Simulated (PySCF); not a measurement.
# CH6BFSi: electronic excitations and core binding energies

What electronic excitations and core binding energies should CH6BFSi (`FBC[SiH3]`) show?

The runs use PySCF 2.14.0, with density-fitted response routines of our own; the level of theory stands in each step. All values are computed, except where a source is named. Atoms are numbered from 0 throughout.

### 1 Starting geometry

10 atoms, charge 0, multiplicity 1; geometry from: GFN2-xTB.

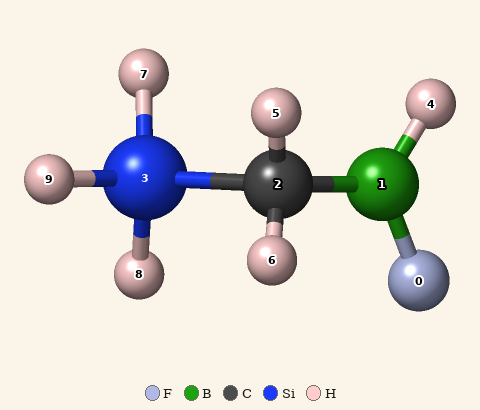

As it starts; fluorine light blue, boron green, carbon dark grey, silicon blue, hydrogen pink, atoms numbered; sticks join atoms by distance.

### 2 Ultraviolet spectrum: B3LYP/def2-SVPD

The job: settings as JSON, then the geometry in Å.

```
{"job": {"kind": "uv", "xc": "B3LYP", "basis": "def2-SVPD", "nstates": 8, "ntriplets": 3}, "charge": 0, "multiplicity": 1}
F      1.986623    -0.972701     0.899328
B      1.509814    -0.315119    -0.145548
C      0.362348     0.706616     0.061347
Si    -1.320392    -0.211317     0.015186
H      1.973836    -0.604347    -1.186929
H      0.335388     1.476537    -0.706706
H      0.418762     1.197743     1.032110
H     -1.508629    -0.840219    -1.294097
H     -1.381922    -1.224924     1.067869
H     -2.366947     0.792384     0.234912
```

Method: TDDFT B3LYP/def2-SVPD, vertical, gas phase, core orbitals frozen in the response.

Launch:

```sh
$ OMP_NUM_THREADS=1 python probes_run.py task.json out
```

The driver reads the jobs from task.json and runs them one after another.

Standard output:

```text
coarse grid: 8608 points
cycle   1  E = -455.6618557378  dE =  7.264e-02  |g| = 5.172e-01  |ddm| = 3.688e+00
cycle   2  E = -455.6090156921  dE =  5.284e-02  |g| = 7.605e-01  |ddm| = 1.176e+00
cycle   3  E = -455.7157125008  dE = -1.067e-01  |g| = 7.712e-02  |ddm| = 6.408e-01
cycle   4  E = -455.7166581263  dE = -9.456e-04  |g| = 3.145e-02  |ddm| = 9.460e-02
cycle   5  E = -455.7168957353  dE = -2.376e-04  |g| = 3.825e-03  |ddm| = 3.735e-02
cycle   6  E = -455.7169004519  dE = -4.717e-06  |g| = 8.110e-04  |ddm| = 7.420e-03
final grid: 78184 points
cycle   7  E = -455.7761046365  dE = -2.730e-05  |g| = 3.590e-03  |ddm| = 5.009e-02
cycle   8  E = -455.7761027430  dE =  1.893e-06  |g| = 4.521e-03  |ddm| = 8.945e-03
cycle   9  E = -455.7761082266  dE = -5.484e-06  |g| = 2.575e-04  |ddm| = 5.023e-03
cycle  10  E = -455.7761082457  dE = -1.917e-08  |g| = 1.164e-04  |ddm| = 5.408e-04
cycle  11  E = -455.7761082485  dE = -2.796e-09  |g| = 4.930e-05  |ddm| = 1.420e-04
cycle  12  E = -455.7761082489  dE = -4.007e-10  |g| = 8.856e-06  |ddm| = 4.638e-05
converged SCF energy = -455.7761082489

Static polarisability (au): isotropic 54.890, principal 50.476 50.917 63.277

Singlet excitations
state   eV       nm        f      main configurations
  1   6.2779    197.5   0.02554   H->L 0.92
  2   7.4819    165.7   0.06330   H-1->L 0.94
  3   7.6306    162.5   0.00148   H-2->L 0.97
  4   7.8172    158.6   0.01203   H->L+1 0.90
  5   8.0281    154.4   0.16283   H-3->L 0.81
  6   8.3484    148.5   0.01037   H->L+2 0.88
  7   8.5344    145.3   0.00547   H->L+3 0.49, H-1->L+1 0.39
  8   8.6316    143.6   0.13867   H-1->L+1 0.51, H->L+3 0.35

Triplet excitations (Tamm-Dancoff, eV): 5.7189 6.8732 7.4122
```

Run time: 10 s. Hardware: 1 thread of Arm Neoverse V1, shared host; peak memory 0.51 GiB.

Frontier orbitals and where they lie:

| orbital | eV | atoms |
| --- | --- | --- |
| HOMO−3 | -9.90 | Si3 28 %, H9 22 %, F0 11 % |
| HOMO−2 | -9.59 | Si3 37 %, H8 30 %, H7 14 % |
| HOMO−1 | -9.41 | C2 28 %, Si3 27 %, H7 16 % |
| HOMO | -8.59 | C2 29 %, B1 21 %, F0 14 % |
| LUMO | -0.99 | B1 40 %, F0 15 %, C2 14 % |
| LUMO+1 | 0.12 | Si3 26 %, B1 24 %, C2 11 % |
| LUMO+2 | 0.62 | Si3 50 %, H7 15 %, H8 14 % |

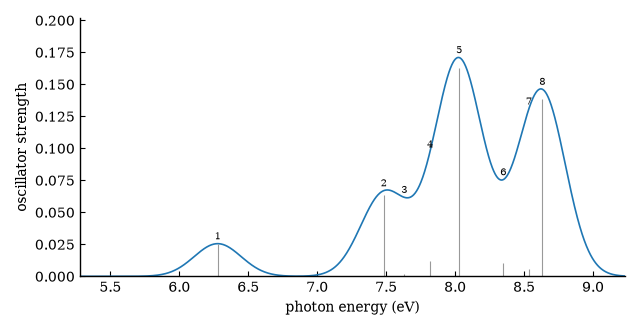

Absorption spectrum from the 8 singlet states computed; above the last one it falls off for lack of states. Lines are broadened to a width of 0.40 eV (Gaussian).

Further results of this job:

```csv
property,computed
dipole moment (D),1.39
polarisability (Å³),8.13
HOMO–LUMO gap (eV),7.60
−ε(HOMO) (eV),8.59
```

### 3 X-ray photoelectron lines: SCAN, X2C

Settings changed since step 2:

```diff
@@ -1,2 +1,2 @@
-{"job": {"kind": "uv", "xc": "B3LYP", "basis": "def2-SVPD", "nstates": 8, "ntriplets": 3}, "charge": 0, "multiplicity": 1}
+{"job": {"kind": "xps"}, "charge": 0, "multiplicity": 1}
 F      1.986623    -0.972701     0.899328
```

Level: delta-SCF UKS SCAN, pcX-2 on the ionised atom, pcseg-1 elsewhere, spin-free X2C.

Standard output:

```text
ground state, core basis on atom 0 (F), 121 functions
  cycle   1  E = -456.49095809  |g| = 6.46e-01
  cycle   2  E = -456.36604227  |g| = 1.10e+00
  cycle   3  E = -456.56305509  |g| = 1.37e-01
  cycle   4  E = -456.56644874  |g| = 4.24e-02
  cycle   5  E = -456.56688968  |g| = 6.70e-03
  cycle   6  E = -456.56690181  |g| = 1.98e-03
  cycle   7  E = -456.56690570  |g| = 6.77e-04
  cycle   8  E = -456.56690399  |g| = 1.24e-04
  E(ground) = -456.59757951 Eh
hole in F 1s of atom 0
  cycle   1  E = -430.20972900  |g| = 2.58e+00
  cycle   2  E = -430.16964689  |g| = 2.09e+00
  cycle   3  E = -431.04812194  |g| = 3.28e-01
  cycle   4  E = -431.05356059  |g| = 2.49e-01
  cycle   5  E = -431.09313108  |g| = 2.91e-02
  cycle   6  E = -431.09365664  |g| = 5.67e-03
  cycle   7  E = -431.09367419  |g| = 1.60e-03
  cycle   8  E = -431.09367503  |g| = 3.64e-04
  E(ion) = -431.13162751 Eh   <S^2> = 0.7564   hole on atom = 1.000   binding energy = 692.964 eV
ground state, core basis on atom 1 (B), 121 functions
  cycle   1  E = -456.51767444  |g| = 1.17e-01
  cycle   2  E = -456.51364172  |g| = 1.93e-01
  cycle   3  E = -456.51945529  |g| = 1.22e-02
  cycle   4  E = -456.51947120  |g| = 6.55e-03
  cycle   5  E = -456.51948328  |g| = 8.98e-04
  cycle   6  E = -456.51948482  |g| = 2.27e-04
  E(ground) = -456.54886228 Eh
hole in B 1s of atom 1
  cycle   1  E = -448.86663591  |g| = 1.16e+00
  cycle   2  E = -446.89951444  |g| = 1.85e+00
  cycle   3  E = -449.08344871  |g| = 4.69e-01
  cycle   4  E = -449.24919164  |g| = 1.29e-01
  cycle   5  E = -449.25131618  |g| = 1.29e-01
  cycle   6  E = -449.25780761  |g| = 4.00e-02
  cycle   7  E = -449.25849314  |g| = 6.97e-03
  cycle   8  E = -449.25855999  |g| = 3.67e-03
  cycle   9  E = -449.25858393  |g| = 2.08e-03
  cycle  10  E = -449.25859251  |g| = 7.81e-04
  cycle  11  E = -449.25859345  |g| = 3.85e-04
  E(ion) = -449.28949770 Eh   <S^2> = 0.7981   hole on atom = 1.000   binding energy = 197.537 eV
ground state, core basis on atom 2 (C), 121 functions
  cycle   1  E = -456.52317098  |g| = 5.74e-02
  cycle   2  E = -456.52312829  |g| = 2.31e-02
  cycle   3  E = -456.52310278  |g| = 2.67e-02
  cycle   4  E = -456.52322133  |g| = 3.22e-03
  cycle   5  E = -456.52322702  |g| = 4.93e-04
  E(ground) = -456.55125338 Eh
hole in C 1s of atom 2
  cycle   1  E = -445.29248199  |g| = 1.51e+00
  cycle   2  E = -444.69490815  |g| = 1.76e+00
  cycle   3  E = -445.81077052  |g| = 3.66e-01
  cycle   4  E = -445.83798153  |g| = 2.74e-01
  cycle   5  E = -445.86114758  |g| = 4.94e-02
  cycle   6  E = -445.86196260  |g| = 5.83e-03
  cycle   7  E = -445.86198337  |g| = 2.76e-03
  cycle   8  E = -445.86198897  |g| = 8.93e-04
  cycle   9  E = -445.86198921  |g| = 3.36e-04
  E(ion) = -445.88866808 Eh   <S^2> = 0.7669   hole on atom = 1.000   binding energy = 290.144 eV
ground state, core basis on atom 3 (Si), 132 functions
  cycle   1  E = -456.61679617  |g| = 2.87e-01
  cycle   2  E = -456.61685545  |g| = 3.58e-02
  cycle   3  E = -456.61682923  |g| = 2.76e-02
  cycle   4  E = -456.61695557  |g| = 7.91e-03
  cycle   5  E = -456.61697068  |g| = 1.45e-03
  cycle   6  E = -456.61696943  |g| = 2.58e-04
  E(ground) = -456.60318948 Eh
hole in Si 1s of atom 3
  cycle   1  E = -387.69017989  |g| = 4.35e+00
  cycle   2  E = -387.97265837  |g| = 2.04e+00
  cycle   3  E = -388.52491676  |g| = 6.20e-01
  cycle   4  E = -388.71198950  |g| = 2.44e-01
  cycle   5  E = -388.74209715  |g| = 7.85e-02
  cycle   6  E = -388.74432025  |g| = 3.04e-02
  cycle   7  E = -388.74454607  |g| = 1.64e-02
  cycle   8  E = -388.74465325  |g| = 4.72e-03
  cycle   9  E = -388.74466389  |g| = 7.11e-04
  cycle  10  E = -388.74466462  |g| = 1.34e-04
  E(ion) = -388.73872943 Eh   <S^2> = 0.7523   hole on atom = 1.000   binding energy = 1846.686 eV
hole in Si 2p of atom 3
  cycle   1  E = -452.34739017  |g| = 1.23e+00
  cycle   2  E = -452.31017740  |g| = 1.01e+00
  cycle   3  E = -452.64189927  |g| = 2.05e-01
  cycle   4  E = -452.66310190  |g| = 8.83e-02
  cycle   5  E = -452.66644068  |g| = 3.25e-02
  cycle   6  E = -452.66689177  |g| = 9.54e-03
  cycle   7  E = -452.66691270  |g| = 5.68e-03
  cycle   8  E = -452.66692501  |g| = 7.27e-04
  cycle   9  E = -452.66692582  |g| = 1.24e-04
  E(ion) = -452.66518220 Eh   <S^2> = 0.7523   hole on atom = 1.002   binding energy = 107.159 eV
  2p3/2 = 106.945 eV   2p1/2 = 107.568 eV
```

Run time: 21 s. Hardware: 1 thread of Arm Neoverse V1, shared host; peak memory 0.39 GiB.

Binding energies by hole, beside the orbital energy of the ground state; the difference holds orbital relaxation and, for a density functional, its self-interaction error:

```
       hole  stands for                 environment  ΔSCF (eV; 2p as the shell's mean)  −ε (eV)   ⟨S²⟩
  F1s on F0          F0        fluorine bonded to B                             692.96    666.8  0.756
  B1s on B1          B1     boron bonded to C, F, H                             197.54    181.3  0.798
  C1s on C2          C2  sp3 CH2 bonded to B and Si                             290.14    273.3  0.767
Si1s on Si3         Si3    silicon bonded to C, 3 H                            1846.69   1793.4  0.752
Si2p on Si3         Si3    silicon bonded to C, 3 H                             107.15     96.3  0.752
```

With the spin-orbit splitting: Si3 2p3/2 106.95, 2p1/2 107.57 eV. The table gives each 2p level as the mean over the whole 2p shell (two parts 2p3/2, one part 2p1/2), which differs a little from the single hole in the log.

### 4 What came out

| quantity | value |
| --- | --- |
| lowest singlet (B3LYP/def2-SVPD) | 6.28 eV (197 nm), f = 0.026 |
| brightest single state of those computed | state 5, 8.03 eV, f = 0.163 |
| lowest triplet | 5.72 eV |
| F1s binding energies, SCAN/pcX-2 | F0 692.96 eV |
| B1s binding energies, SCAN/pcX-2 | B1 197.54 eV |
| C1s binding energies, SCAN/pcX-2 | C2 290.14 eV |
| Si1s binding energies, SCAN/pcX-2 | Si3 1846.69 eV |
| Si2p binding energies, SCAN/pcX-2 | Si3 107.15 eV |

In words: The lowest singlet, at 6.28 eV, is HOMO→LUMO 0.92 and is weak; of the 8 states computed, the strongest absorption comes from state 5 at 8.03 eV (the last state computed is bright too, and its partners may lie past the list). The lowest triplet lies 0.56 eV below the lowest singlet (triplets in Tamm-Dancoff, singlets in full TDDFT).
